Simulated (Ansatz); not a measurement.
CH$_{3}$AlFSi (SMILES C[Si][Al][F]) (doublet)

The calculation's input:

```
crystal:
  periodic: [false, false, false]
  atoms:
    - {symbol: C, position_ang: [-0.697869, -0.299026, 0.601548]}
    - {symbol: Al, position_ang: [0.898087, 2.119488, -1.350742]}
    - {symbol: F, position_ang: [1.620812, 3.222922, -2.375310]}
    - {symbol: Si, position_ang: [-0.473120, 0.136083, -1.268990]}
    - {symbol: H, position_ang: [0.250885, -0.529683, 1.111799]}
    - {symbol: H, position_ang: [-1.325670, -1.205804, 0.642018]}
    - {symbol: H, position_ang: [-1.215402, 0.488216, 1.172587]}
basis:
  gaussian: {orbitals: def2-TZVPD}
magnetization: {spin_polarized: true, initial_magnetization: 1}
hamiltonian: {xc: pbe0}
output: {forces: true, orbitals: {seedname: orbitals}}
```

Command:

```sh
ansatz run input.yaml --threads 1 --pin off --max-ram 2610MiB --events-out events.jsonl --progress --plain --runs-dir runs
```

Geometry: B3LYP-D3(BJ)/def2-SVP.

Computed with isolated molecule in a Gaussian basis; Kohn-Sham density functional theory, functional PBE0 (Ansatz 0.2.0).

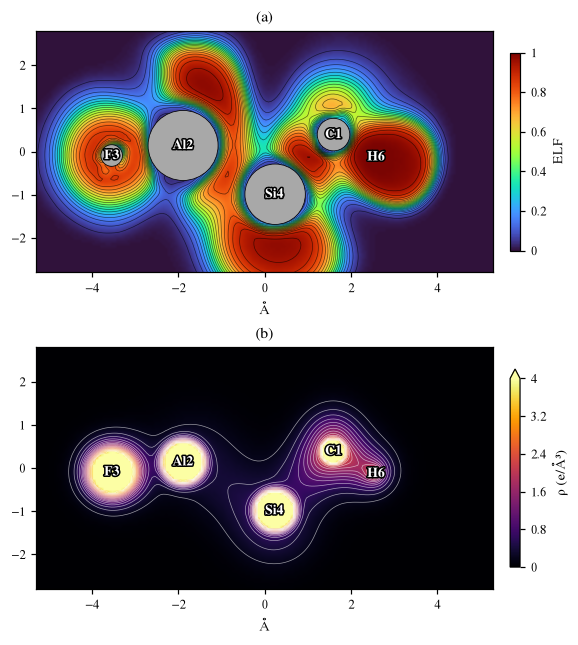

Figure 1. (a) ELF; (b) electron density on the plane of atoms F3, Al2 and Si4. Grey discs cover the atomic cores in the ELF map.

Q: What does the map show?

A:
- The plane passes through C, Al, F, Si and H nuclei.
- Al–F (1.67 Å): the density is about 0.87 e/Å³ at the midpoint; the ELF peaks at about 0.85 in the valence shell of F, 0.5 Å from its nucleus, and is about 0.35 at the midpoint.
- C–Si (1.93 Å): ρ is about 0.86 e/Å³ halfway; the ELF peaks at about 0.95 between the atoms (a covalent bond).
- Al–Si (2.41 Å): ρ is about 0.4 e/Å³ halfway; the ELF peaks at about 0.85 in the valence shell of Si, 1.2 Å from its nucleus, and is about 0.85 at the midpoint.
- C–H (1.10 Å): ρ is about 1.9 e/Å³ halfway; the ELF climbs to about 1 towards the hydrogen, as it does in any bond to H; a covalent bond by its length.
- The ELF also peaks beside Si4, F3 and Al2, away from the bonds: non-bonding electrons, paired or unpaired.

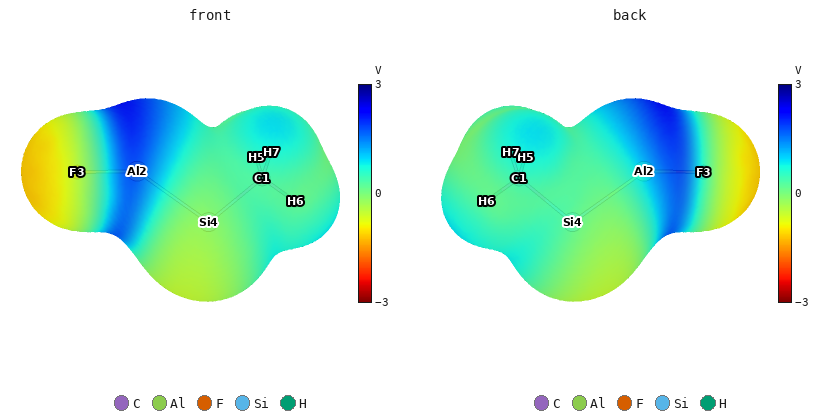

Figure 2. The molecular electrostatic potential painted on the density surface at 0.002 e/bohr³, seen from the front and from behind; the colour scale runs from red (negative) to blue (positive).

Q: Which sites attract a positive test charge, and which a negative one?

A: A positive charge is drawn to the negative regions and a negative charge to the positive ones. The most negative region (about −1.2 V, or −28 kcal/mol for a unit charge) lies over F3, the most positive (about +2.1 V, or +48 kcal/mol for a unit charge) over Al2.

Q: What dipole moment does the calculation give?

A: Its dipole moment is 2.08 D.

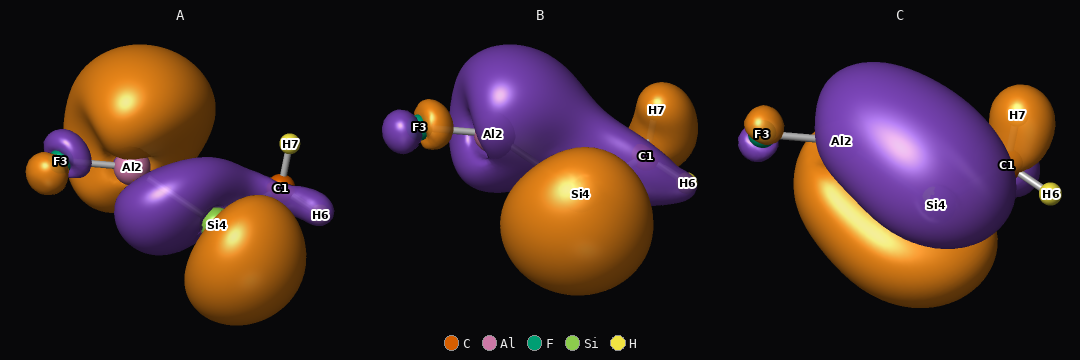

Figure 3. Three frontier orbitals at ±0.06 Å⁻³ᐟ² (orange and purple are the two phases), in no order.

Q: Order the three orbitals by energy and name them. All are α orbitals.

A: B is the HOMO−1 (α) (−6.60 eV). Its weight (Hirshfeld) is mainly on Si4 (about 55 %), Al2 (about 30 %) and C1 (about 10 %). C is the HOMO (α) (−5.48 eV). Its weight (Hirshfeld) is mainly on Si4 (about 65 %) and Al2 (about 25 %). A is the LUMO (α) (−2.57 eV). It lies mainly on Al2 (about 55 %) and Si4 (about 35 %).

Q: What is the gap between the highest occupied and lowest empty α orbitals?

A: 2.91 eV between the orbital energies.

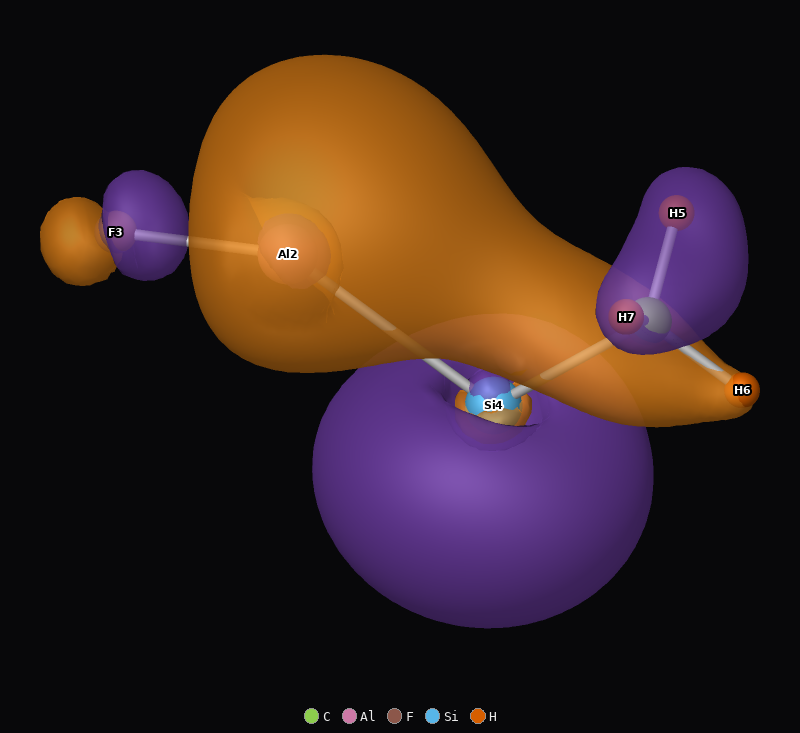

Figure 4. The HOMO (β) at ±0.08 Å⁻³ᐟ² (orange and purple are the two phases), seen at a tilt.

Q: What is the character of this orbital?

A: It lies mainly on Si4 (about 55 %), Al2 (about 30 %) and C1 (about 10 %). Its energy is −6.31 eV.
